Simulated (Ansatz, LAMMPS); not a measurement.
**Site preference of a vacancy of Ga in 69In2O3-31Ga2O3 (mol %) with crystalline order left by the classical run (80 atoms)**

At which site of 69In2O3-31Ga2O3 (mol %) with crystalline order left by the classical run (80 atoms) does a vacancy of Ga cost least, and what about the site decides it?

Program: Ansatz 0.2.0. Level of theory: Kohn-Sham DFT, PBEsol, PAW (set soft_2), plane waves. Results are calculated unless marked as measured.

**1. Starting point**

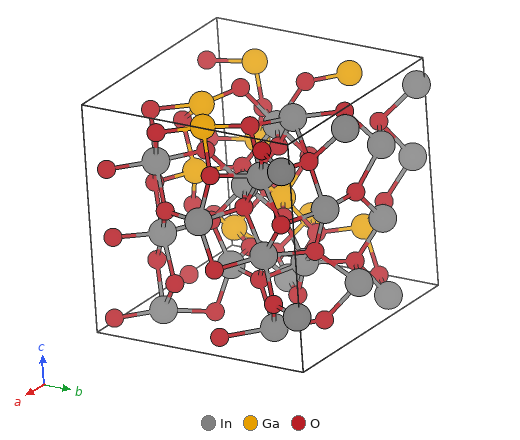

Start, viewed slightly off an axis; indium grey, gallium orange, oxygen red. Bonds to atoms that aren't drawn are left out. Some periodic images of atoms are drawn too.

The cell holds 80 atoms: 22 In, 10 Ga and 48 O. Its edges and angles: a = 10.110 Å, b = 10.110 Å, c = 10.110 Å, α = 90.0°, β = 90.0°, γ = 90.0°. 80 atoms (22 Sc, 10 Fe, 48 O) placed at random at 3.87 g/cm³, melted at 5000 K for 10 ps at fixed volume with the Morse and Coulomb pair potential with partial charges (Pedone, Malavasi, Menziani, Cormack and Segre, J. Phys. Chem. B 110, 11780 (2006)). Quenched from 5000 K to 300 K at 20 K/ps and fixed volume, held 10 ps at zero pressure, then minimised at fixed cell. Then Sc was replaced by In, Fe was replaced by Ga and the cell scaled by 1.027 (the potential has no terms for the new elements, so the cell is a start for a DFT relaxation).

Limits known from the start: The quench rate of 20 K/ps is orders of magnitude faster than experiment, which tends to freeze in extra defects. The network of bonds at the start is that of the classical potential that made the cell, and needn't be the one that DFT or experiment would give. The Brillouin zone is sampled at Γ only, in a cell whose shortest periodic width is 10 Å.

**2. Single point at the start**

A single point comes first, to see the forces before anything moves.

input.yaml reads:

```yaml
crystal:
  lattice:
    - [10.10958, 0.0, 0.0]
    - [0.0, 10.10958, 0.0]
    - [0.0, 0.0, 10.10958]
  atoms:
    - { symbol: In, position: [0.79733, 0.1936, 0.05553] }
    - { symbol: In, position: [0.55914, 0.47155, 0.56115] }
    - { symbol: In, position: [0.77513, 0.71724, 0.06109] }
    - { symbol: In, position: [0.59859, 0.40306, 0.21386] }
    - { symbol: In, position: [0.62189, 0.89966, 0.55342] }
    - { symbol: In, position: [0.28188, 0.94441, 0.39157] }
    - { symbol: In, position: [0.98797, 0.97995, 0.23404] }
    - { symbol: In, position: [0.54234, 0.98692, 0.21701] }
    - { symbol: In, position: [0.01141, 0.92466, 0.55557] }
    - { symbol: In, position: [0.49524, 0.69424, 0.23718] }
    - { symbol: In, position: [0.54818, 0.97534, 0.8943] }
    - { symbol: In, position: [0.78704, 0.20792, 0.39262] }
    - { symbol: In, position: [0.95657, 0.50575, 0.5584] }
    - { symbol: In, position: [0.27208, 0.93985, 0.04884] }
    - { symbol: In, position: [0.99985, 0.95954, 0.87433] }
    - { symbol: In, position: [0.29187, 0.46703, 0.0502] }
    - { symbol: In, position: [0.27644, 0.45036, 0.71522] }
    - { symbol: In, position: [0.77994, 0.70509, 0.7272] }
    - { symbol: In, position: [0.78332, 0.69432, 0.37574] }
    - { symbol: In, position: [0.28736, 0.96591, 0.72127] }
    - { symbol: In, position: [0.49376, 0.68351, 0.87056] }
    - { symbol: In, position: [0.79331, 0.20293, 0.70888] }
    - { symbol: Ga, position: [0.02536, 0.41716, 0.21415] }
    - { symbol: Ga, position: [0.81195, 0.45759, 0.91194] }
    - { symbol: Ga, position: [0.53029, 0.26481, 0.87093] }
    - { symbol: Ga, position: [0.11589, 0.25251, 0.89568] }
    - { symbol: Ga, position: [0.08294, 0.21659, 0.5358] }
    - { symbol: Ga, position: [0.4764, 0.17325, 0.53977] }
    - { symbol: Ga, position: [0.05106, 0.66912, 0.89342] }
    - { symbol: Ga, position: [0.28394, 0.46216, 0.40009] }
    - { symbol: Ga, position: [0.06527, 0.69845, 0.22946] }
    - { symbol: Ga, position: [0.28045, 0.21036, 0.22135] }
    - { symbol: O, position: [0.69079, 0.6069, 0.89637] }
    - { symbol: O, position: [0.13772, 0.29261, 0.70931] }
    - { symbol: O, position: [0.94983, 0.07481, 0.41149] }
    - { symbol: O, position: [0.6676, 0.10321, 0.5508] }
    - { symbol: O, position: [0.43854, 0.60961, 0.05646] }
    - { symbol: O, position: [0.82975, 0.82235, 0.55177] }
    - { symbol: O, position: [0.64251, 0.3474, 0.72502] }
    - { symbol: O, position: [0.10345, 0.83322, 0.37822] }
    - { symbol: O, position: [0.44649, 0.57122, 0.70726] }
    - { symbol: O, position: [0.41578, 0.10896, 0.35598] }
    - { symbol: O, position: [0.38249, 0.34056, 0.55305] }
    - { symbol: O, position: [0.3618, 0.34461, 0.89187] }
    - { symbol: O, position: [0.69001, 0.12237, 0.88241] }
    - { symbol: O, position: [0.45088, 0.11007, 0.74287] }
    - { symbol: O, position: [0.92729, 0.55823, 0.75903] }
    - { symbol: O, position: [0.43899, 0.08274, 0.05398] }
    - { symbol: O, position: [0.14655, 0.31244, 0.08116] }
    - { symbol: O, position: [0.93814, 0.55797, 0.05259] }
    - { symbol: O, position: [0.61562, 0.8556, 0.05818] }
    - { symbol: O, position: [0.41383, 0.91228, 0.55268] }
    - { symbol: O, position: [0.88652, 0.79798, 0.22004] }
    - { symbol: O, position: [0.8733, 0.3102, 0.22004] }
    - { symbol: O, position: [0.10599, 0.83583, 0.73186] }
    - { symbol: O, position: [0.94056, 0.04857, 0.04827] }
    - { symbol: O, position: [0.18827, 0.05241, 0.55037] }
    - { symbol: O, position: [0.9006, 0.30662, 0.54909] }
    - { symbol: O, position: [0.62486, 0.33868, 0.40842] }
    - { symbol: O, position: [0.37062, 0.85624, 0.22282] }
    - { symbol: O, position: [0.65834, 0.35088, 0.02147] }
    - { symbol: O, position: [0.95281, 0.56442, 0.35497] }
    - { symbol: O, position: [0.70154, 0.11086, 0.22481] }
    - { symbol: O, position: [0.37402, 0.85689, 0.88271] }
    - { symbol: O, position: [0.15594, 0.30451, 0.36479] }
    - { symbol: O, position: [0.11772, 0.79399, 0.05285] }
    - { symbol: O, position: [0.68141, 0.59568, 0.2153] }
    - { symbol: O, position: [0.18686, 0.54356, 0.88575] }
    - { symbol: O, position: [0.73836, 0.58241, 0.55284] }
    - { symbol: O, position: [0.39492, 0.36161, 0.20694] }
    - { symbol: O, position: [0.91062, 0.29421, 0.89519] }
    - { symbol: O, position: [0.18036, 0.06184, 0.8934] }
    - { symbol: O, position: [0.88506, 0.79058, 0.89329] }
    - { symbol: O, position: [0.18404, 0.04654, 0.21389] }
    - { symbol: O, position: [0.94128, 0.06015, 0.70443] }
    - { symbol: O, position: [0.44624, 0.57048, 0.39535] }
    - { symbol: O, position: [0.61702, 0.83268, 0.35572] }
    - { symbol: O, position: [0.16383, 0.522, 0.54737] }
    - { symbol: O, position: [0.61864, 0.83456, 0.75114] }
    - { symbol: O, position: [0.18632, 0.54798, 0.2226] }
kpoints:
  mp_grid: { grid: [1, 1, 1] }
hamiltonian:
  xc: pbesol
scf:
  occupations: { method: gaussian, width: 0.025 }
output:
  forces: true
```

Launch:

```sh
$ ansatz run input.yaml --threads 4 --pin off --max-ram 8192MiB --backend cpu --events-out ev --progress --plain --runs-dir out
```

Numbers of over 12 decimals in the logs are rounded to 6 here.

The log of the run:

```text
Engine: ansatz 0.2.0, x86_64-unknown-linux-gnu
Pseudopotentials: kind: paw
Pseudopotential: In, paw, valence charge 13, recommended cutoff 420 eV (normal), In.paw.azcp
Pseudopotential: Ga, paw, valence charge 13, recommended cutoff 420 eV (normal), Ga.paw.azcp
Pseudopotential: O, paw, valence charge 6, recommended cutoff 420 eV (normal), O.paw.azcp
[... 3 lines on functional and potentials left out ...]
Crystal: 80 atoms, lattice volume = 1033.236 Å³
Basis set: ecut = 420 eV, 20197 PW (Γ), exchange–correlation on 144×144×144 points (8 copies of the dense FFT grid, shifted against one another)
Bands: 432, of which v1, the nominal top of the filled ones, is band 352 counted from 1 (351 counted from 0)
Symmetry: 1 space group operations
Space group: P1 (ITA 1), of the structure as read, at distance tolerance 1.0e-4 Å
k-points: 1
[... 10 lines on functional and potentials left out ...]
Initial density: superposition of atomic densities (neutral atoms: chi_scale 0, normalization atom), corrected by the library's trained network
Initial wavefunctions: pseudopotential atomic-orbital guess
Functional: x = pbesol(κ = 0.804, μ = 0.123457), c = pbesol(β = 0.046)
SCF iter   1: F=—  HF=-185913.052904 eV  |F-HF|=—  |Δ(HF+E_count)|=         —  Δρ=1.55e-2  dr2=1.98e0  ethr=1.77e-3  ⟨swp⟩=6.0  Hψ=1596  notcnv=0
preconditioner: auto → Resta (q_TF=auto, 2.559 Å⁻¹)  ε∞=4.7  [insulator: Δε(μ)=0.581 eV  Ē_g=15.979 eV  σ=0.025 eV  W_gap=1.00  n_scr=256 (ndim 8)  ℏωp=30.7 eV  f_vac=0.054  D(μ)=0.00/eV (n_scr^D=0)  ε∞_Penn≈4.7]
SCF iter   2: F=—  HF=-185912.519310 eV  |F-HF|=—  |Δ(HF+E_count)|=   5.34e-1  Δρ=2.82e-3  dr2=4.95e-2  ethr=2.81e-4  ⟨swp⟩=2.0  Hψ=818  notcnv=0  defer=72
SCF iter   3: F=—  HF=-185912.510057 eV  |F-HF|=—  |Δ(HF+E_count)|=   9.25e-3  Δρ=1.15e-3  dr2=1.25e-2  ethr=7.03e-6  ⟨swp⟩=2.0  Hψ=685  notcnv=0  defer=48
automatic band count: iteration 3 solves 408 bands in place of 432: the levels show a gap, and the empty bands left out lie too high to hold charge; the band table lists the bands solved (type scf.n_extra_bands for more)
SCF iter   4: F=—  HF=-185912.510119 eV  |F-HF|=—  |Δ(HF+E_count)|=   6.19e-5  Δρ=7.64e-4  dr2=5.54e-3  ethr=1.78e-6  ⟨swp⟩=2.0  Hψ=674  notcnv=0  defer=48
SCF iter   5: F=—  HF=-185912.509456 eV  |F-HF|=—  |Δ(HF+E_count)|=   6.62e-4  Δρ=1.97e-4  dr2=5.14e-4  ethr=7.86e-7  ⟨swp⟩=2.0  Hψ=674  notcnv=0  defer=48
SCF iter   6: F=—  HF=-185912.509552 eV  |F-HF|=—  |Δ(HF+E_count)|=   9.55e-5  Δρ=9.54e-5  dr2=1.03e-4  ethr=7.30e-8  ⟨swp⟩=2.0  Hψ=669  notcnv=0  defer=48
SCF iter   7: F=—  HF=-185912.509552 eV  |F-HF|=—  |Δ(HF+E_count)|=   9.37e-7  Δρ=3.78e-5  dr2=1.86e-5  ethr=1.46e-8  ⟨swp⟩=2.0  Hψ=676  notcnv=0  defer=48
SCF iter   8: F=—  HF=-185912.511008 eV  |F-HF|=—  |Δ(HF+E_count)|=   1.46e-3  Δρ=2.12e-5  dr2=4.75e-6  ethr=2.64e-9  ⟨swp⟩=2.0  Hψ=707  notcnv=0  defer=48
SCF iter   9: F=—  HF=-185912.511008 eV  |F-HF|=—  |Δ(HF+E_count)|=   7.30e-8  Δρ=6.11e-6  dr2=4.82e-7  ethr=6.75e-10  ⟨swp⟩=2.0  Hψ=688  notcnv=0  defer=48
SCF iter  10: F=—  HF=-185912.511008 eV  |F-HF|=—  |Δ(HF+E_count)|=   4.09e-7  Δρ=3.03e-6  dr2=1.28e-7  ethr=1.42e-11  ⟨swp⟩=4.0  Hψ=1260  notcnv=0
SCF iter  11: F=—  HF=-185912.511008 eV  |F-HF|=—  |Δ(HF+E_count)|=   1.58e-7  Δρ=3.63e-6  dr2=1.28e-7  ethr=1.42e-11  ⟨swp⟩=4.0  Hψ=1260  notcnv=0
SCF iter  12: F=-185912.511008 eV  HF=-185912.511008 eV  |F-HF|=6.87e-9  |Δ(HF+E_count)|=   3.03e-9  Δρ=6.19e-7  dr2=5.95e-9  ethr=1.42e-11  ⟨swp⟩=2.0  Hψ=1470  notcnv=0
SCF 1 converged in 12 iterations: F = -185912.511008 eV  dr2 = 5.95e-9
  greatest PAW one-centre occupation: 0.997 electrons in one spin orbital (limit 2), on the Ga atom at site 30 (counted from 0), in its partial waves of l = 2
SCF converged after 12 iterations
Free energy (F): -185912.511008 eV
Harris-Foulkes:  -185912.511008 eV  (|F-HF|=6.87e-9)
Internal energy: -185912.511008 eV  (E = F + TS)
E sigma→0 (E₀):  -185912.511008 eV
Fermi energy:    8.137604 eV
--- Per-component energies (eV) ---
  E_band       = -869.643896
  E_kinetic    = 14887.267110
  E_local      = -59773.583122  (includes V_loc(G=0)·N_el)
  E_nonlocal   = 14846.713965
  E_hartree    = 24588.326831
  E_xc         = -8801.278836
  E_vxc        = -7177.612785  (∫ρ·V_xc dr)
  E_paw        = -116869.581700  (= ΣΔE_a)
  E_vpaw       = -12829.192459  (= ΣTr[D̂ρ^β])
  E_aug_tail   = 0.114637  (compensation charges beyond the density's cutoff)
  E_ewald      = -54806.003346
  E_core_change = 15.513453  (= ΣΔE_core)
  E_smearing   = -0.000000  (= −TS)
  E_closure    = -0.000000  (closes the sum)
  Σ components = -185912.511008   (vs F -185912.511008, Δ=0.00e0)
--- Forces (eV/Å), atoms counted from 1 ---
  atom   1  In     0.05926384    -0.47080948     0.27818600
  atom   2  In     0.23137170     0.11223061     0.12179509
  atom   3  In     0.20390029     0.24960031    -0.21550096
  atom   4  In     0.16518009    -0.39417934     0.26017444
  atom   5  In    -0.52648132     0.32397487    -0.14644308
  atom   6  In     0.49685759    -0.13708492     0.02272931
  atom   7  In    -0.29491162     0.47835410    -0.22070815
  atom   8  In     0.61184763     0.96627385    -0.25723796
  atom   9  In    -0.59428781    -0.39538883     0.36738336
  atom  10  In    -0.59475042    -0.07386772    -0.07155875
  atom  11  In     0.55676982     0.55466657     0.31789670
  atom  12  In    -0.20149722    -0.10636772    -0.63486450
  atom  13  In     0.42598804    -0.05486292    -0.09082913
  atom  14  In     0.20233324    -0.07301690     0.22882152
[...]
atom  79  O     -0.11635655    -0.40892187    -0.08244388
  atom  80  O     -1.19479032    -0.05017441     0.71139476
  max |Σ_I F_I| component: 2.66e-5 eV/Å
```

It took 7.9 s on 4 threads of Intel Xeon 6975P-C (Granite Rapids), shared host; peak memory 1.6 GiB.

The r.m.s. force at the start is 0.44 eV/Å.

**3. Relaxation**

The atoms are relaxed in the fixed cell, aiming at the force tolerance of the input.

input.yaml reads:

```yaml
crystal:
  lattice:
    - [10.10958, 0.0, 0.0]
    - [0.0, 10.10958, 0.0]
    - [0.0, 0.0, 10.10958]
  atoms:
    [... the 80 atom lines of step 2 ...]
kpoints:
  mp_grid: { grid: [1, 1, 1] }
hamiltonian:
  xc: pbesol
scf:
  occupations: { method: gaussian, width: 0.025 }
output:
  forces: true
relax:
  f_tol: 0.05
  max_steps: 120
```

The log of the run:

```text
[...]
Crystal: 80 atoms, lattice volume = 1033.236 Å³
Basis set: ecut = 420 eV, 20197 PW (Γ), exchange–correlation on 144×144×144 points (8 copies of the dense FFT grid, shifted against one another)
Bands: 432, of which v1, the nominal top of the filled ones, is band 352 counted from 1 (351 counted from 0)
Symmetry: 1 space group operations
[...]
k-points: 1
[...]
SCF iter   1: F=—  HF=-185913.052904 eV  |F-HF|=—  |Δ(HF+E_count)|=         —  Δρ=1.55e-2  dr2=1.98e0  ethr=1.77e-3  ⟨swp⟩=6.0  Hψ=1596  notcnv=0
[...]
SCF iter   7: F=-185912.511003 eV  HF=-185912.510997 eV  |F-HF|=5.26e-6  |Δ(HF+E_count)|=   6.63e-6  Δρ=3.78e-5  dr2=1.86e-5  ethr=8.88e-9  ⟨swp⟩=2.0  Hψ=1464  notcnv=0
SCF 1 converged in 7 iterations: F = -185912.511003 eV  dr2 = 1.86e-5
[...]
relax step   1: F+E_penalty+E_count = -185912.51100261 eV  Δ(F+E_penalty+E_count) = +0.000e0 eV  max|allowed force component| = 1.288e0 eV/Å  Δτ_max = 0.0000 Å  (7 SCF iters, dr2 threshold 6.25e-5 eV, accepted)
[...]
relax step   2: F+E_penalty+E_count = -185914.19566778 eV  Δ(F+E_penalty+E_count) = -1.685e0 eV  max|allowed force component| = 7.367e-1 eV/Å  Δτ_max = 0.1462 Å  (7 SCF iters, dr2 threshold 1.00e-4 eV, accepted)
[...]
relax step   3: F+E_penalty+E_count = -185914.90823649 eV  Δ(F+E_penalty+E_count) = -7.126e-1 eV  max|allowed force component| = 4.400e-1 eV/Å  Δτ_max = 0.0914 Å  (7 SCF iters, dr2 threshold 3.39e-5 eV, accepted)
relax step   4: F+E_penalty+E_count = -185915.63438832 eV  Δ(F+E_penalty+E_count) = -7.262e-1 eV  max|allowed force component| = 3.834e-1 eV/Å  Δτ_max = 0.2000 Å  (7 SCF iters, dr2 threshold 6.33e-5 eV, accepted)
relax step   5: F+E_penalty+E_count = -185915.99526780 eV  Δ(F+E_penalty+E_count) = -3.609e-1 eV  max|allowed force component| = 1.792e-1 eV/Å  Δτ_max = 0.2000 Å  (8 SCF iters, dr2 threshold 5.24e-5 eV, accepted)
relax step   6: F+E_penalty+E_count = -185916.01179747 eV  Δ(F+E_penalty+E_count) = -1.653e-2 eV  max|allowed force component| = 6.322e-1 eV/Å  Δτ_max = 0.1774 Å  (9 SCF iters, dr2 threshold 7.02e-6 eV, accepted)
relax step   7: F+E_penalty+E_count = -185916.21051881 eV  Δ(F+E_penalty+E_count) = -1.987e-1 eV  max|allowed force component| = 1.820e-1 eV/Å  Δτ_max = 0.2000 Å  (7 SCF iters, dr2 threshold 8.73e-5 eV, accepted)
relax step   8: F+E_penalty+E_count = -185916.30665571 eV  Δ(F+E_penalty+E_count) = -9.614e-2 eV  max|allowed force component| = 1.371e-1 eV/Å  Δτ_max = 0.2000 Å  (9 SCF iters, dr2 threshold 2.75e-6 eV, accepted)
relax step   9: F+E_penalty+E_count = -185916.30959310 eV  Δ(F+E_penalty+E_count) = -2.937e-3 eV  max|allowed force component| = 3.179e-1 eV/Å  Δτ_max = 0.1824 Å  (11 SCF iters, accepted)
relax step  10: F+E_penalty+E_count = -185916.40806980 eV  Δ(F+E_penalty+E_count) = -9.848e-2 eV  max|allowed force component| = 1.198e-1 eV/Å  Δτ_max = 0.2000 Å  (7 SCF iters, dr2 threshold 5.73e-5 eV, accepted)
relax step  11: F+E_penalty+E_count = -185916.43545877 eV  Δ(F+E_penalty+E_count) = -2.739e-2 eV  max|allowed force component| = 1.262e-1 eV/Å  Δτ_max = 0.2000 Å  (11 SCF iters, accepted)
relax step  12: F+E_penalty+E_count = -185916.42620863 eV  Δ(F+E_penalty+E_count) = +9.250e-3 eV  max|allowed force component| = 2.665e-1 eV/Å  Δτ_max = 0.0986 Å  (10 SCF iters, rejected (line search))
relax step  13: F+E_penalty+E_count = -185916.45575264 eV  Δ(F+E_penalty+E_count) = -2.029e-2 eV  max|allowed force component| = 5.743e-2 eV/Å  Δτ_max = 0.0493 Å  (9 SCF iters, accepted)
[...]
relax step  14: F+E_penalty+E_count = -185916.46093300 eV  Δ(F+E_penalty+E_count) = -5.180e-3 eV  max|allowed force component| = 2.943e-2 eV/Å  Δτ_max = 0.0429 Å  (9 SCF iters, accepted)
SCF converged after 9 iterations
Free energy (F): -185916.460933 eV
[...]
Internal energy: -185916.460933 eV  (E = F + TS)
E sigma→0 (E₀):  -185916.460933 eV
Fermi energy:    8.220650 eV
[...]
--- Forces (eV/Å), atoms counted from 1 ---
  atom   1  In     0.01016801    -0.01304064    -0.00054770
  atom   2  In    -0.00403645     0.00618957     0.00786783
  atom   3  In     0.00020861     0.01507506     0.01083162
  atom   4  In     0.00153356     0.00390730    -0.00875510
  atom   5  In     0.00493369    -0.00435949     0.00311669
  atom   6  In     0.00361258    -0.01178934     0.00537253
  atom   7  In    -0.00326287     0.01094240    -0.00367374
  atom   8  In    -0.00473752    -0.01185328    -0.00929144
  atom   9  In    -0.00543408    -0.00736476    -0.00144358
  atom  10  In     0.00469782     0.00833198    -0.00040504
  atom  11  In     0.00616033     0.00202879    -0.00027103
  atom  12  In    -0.00333374    -0.00211826     0.00022587
  atom  13  In    -0.00200406     0.00032786     0.00953221
  atom  14  In    -0.01146647    -0.00082218    -0.00117417
[...]
atom  79  O     -0.00143816     0.00044247    -0.00261111
  atom  80  O      0.00598063    -0.00439869     0.00419210
  max |Σ_I F_I| component: 5.37e-5 eV/Å
--- Relaxed structure (14 steps of the walk, 13 accepted, 0 SCFs on fresh bases) ---
  F+E_penalty+E_count = -185916.46093300 eV   max|allowed force component| = 2.943e-2 eV/Å
  atoms:
    - { symbol: In, position: [0.799664, 0.192142, 0.050986] }
    - { symbol: In, position: [0.558896, 0.470234, 0.551906] }
    - { symbol: In, position: [0.767213, 0.716894, 0.062489] }
    - { symbol: In, position: [0.605329, 0.385825, 0.205977] }
[...]
- { symbol: O, position: [0.159371, 0.531034, 0.225298] }
```

Wall time 82 s (4 threads); peak memory 1.7 GiB; 5 min of CPU time.

The relaxation converged after 14 steps, 3.95 eV below its start, with a largest force component of 0.029 eV/Å.

[end of part 1 of 4]

[Logs are printed without paths, hosts, clocks, repeated set-up lines and the standing remarks that a program may print on its own settings, such as how far it seeks lower states.]

[Hosts, paths, dates, database ids (printed as entryN), source tags and the programs' standing remarks are cut or masked in the printed files.]
